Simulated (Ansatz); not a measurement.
The calculation's input:

```
crystal:
  periodic: [false, false, false]
  atoms:
    - { symbol: "N", position_ang: [-0.82206, -0.68013, -0.12597] }
    - { symbol: Si, position_ang: [0.50485, 0.37519, 0.0789] }
    - { symbol: F, position_ang: [0.89333, 0.21173, 1.62913] }
    - { symbol: Cl, position_ang: [-0.12886, 2.23601, -0.2737] }
    - { symbol: H, position_ang: [-1.39769, -0.64517, -0.95004] }
    - { symbol: H, position_ang: [-0.79602, -1.60706, 0.26359] }
    - { symbol: H, position_ang: [1.74644, 0.10943, -0.6219] }
basis:
  gaussian:
    orbitals: def2-SVP
hamiltonian:
  xc: pbe0
output:
  orbitals: {}
  forces: true
```

Not at a stationary point (largest force 1.4 eV/Å).

Theory: Ansatz 0.2.0, SCF PBE0, Gaussian basis.

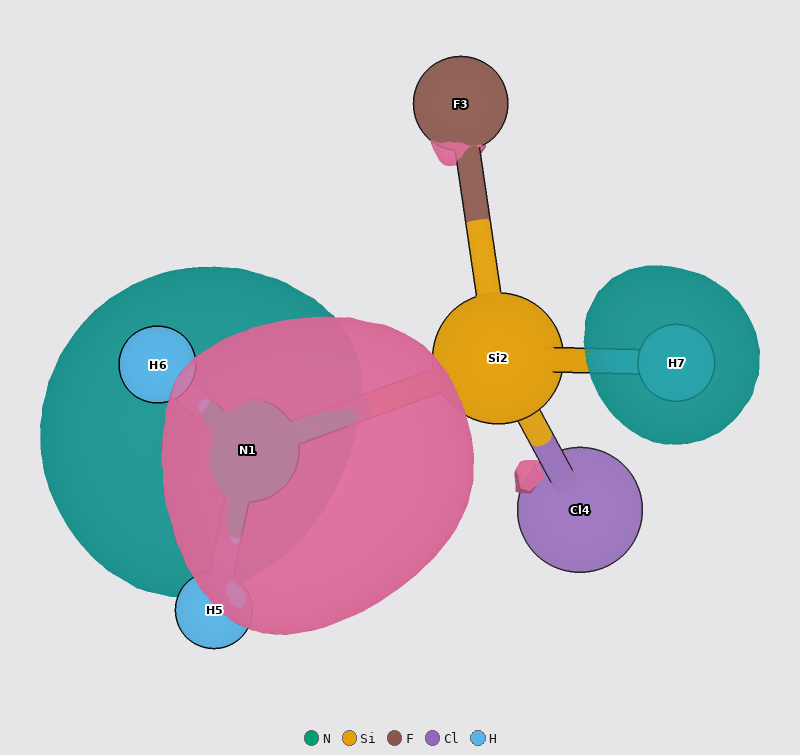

ClFH3NSi. The HOMO at ±0.15 Å⁻³ᐟ² (teal and pink are the two phases), seen at a tilt.

### Where does this orbital lie, and at what energy?

By Hirshfeld shares it lies mainly on N1 (about 70 %); largely a lone pair of N1. Its energy is −7.91 eV.
